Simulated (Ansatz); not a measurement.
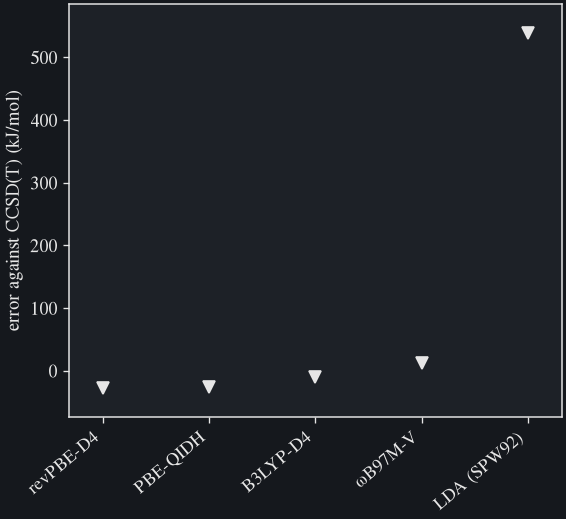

Error in the electronic atomisation energy (method less reference, so positive means overbinding) of C₂H₆ClFSi, SMILES FC[SiH2]CCl: functionals in def2-TZVPP against frozen-core CCSD(T) at the limit (MP2 extrapolated from triple and quadruple zeta, plus CCSD(T) less MP2 in a smaller set), which gives 3799.5 kJ/mol, at a PBE0-D4/def2-TZVP geometry (a minimum by its frequencies), no zero-point or spin-orbit term, the Ansatz code 0.2.0. The reference leaves out core correlation, a term that grows with the number of heavy atoms. PBE-QIDH holds a correlation term that converges slowly with the basis, so part of the distance to the limit is basis error. No dispersion term is added to PBE-QIDH.

**Which of these levels overbind, and which underbind?**

Overbind: LDA (SPW92). Underbind: revPBE-D4 and PBE-QIDH. Within 25 kJ/mol of zero, too close to call in view of what the reference leaves out: B3LYP-D4 and ωB97M-V.

**Give the values.**

```
      level  kJ/mol
  revPBE-D4   −28.2
   PBE-QIDH   −25.5
   B3LYP-D4   −10.6
    ωB97M-V    12.4
LDA (SPW92)   538.7
```

Caveats, for all or some of the runs: one conformer of a flexible molecule.
